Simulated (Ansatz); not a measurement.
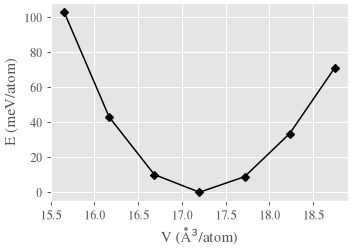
*NbAu2 in space group P6/mmm (No. 191; Au on 2d, Nb on 1a) under volume change, DFT-r²SCAN in the program Ansatz with PAW potentials, shape and atoms relaxed at each volume.*

Task: What does a third-order Birch–Murnaghan fit give for V₀, B₀ and B′?

Result: V₀ = 17.20 Å³/atom, B₀ = 196 GPa, B′ = 5.1.

The workflow started from an entry of the Crystallography Open Database (COD). Its standing as an ambient phase is unchecked. Symmetry was held in the r²SCAN relaxation; whether a distortion lowers the energy is not shown. No spin polarisation was allowed. Scalar-relativistic: spin–orbit coupling is off unless named, which matters more the heavier the elements.

Potentials: the later of the program's two PAW sets.
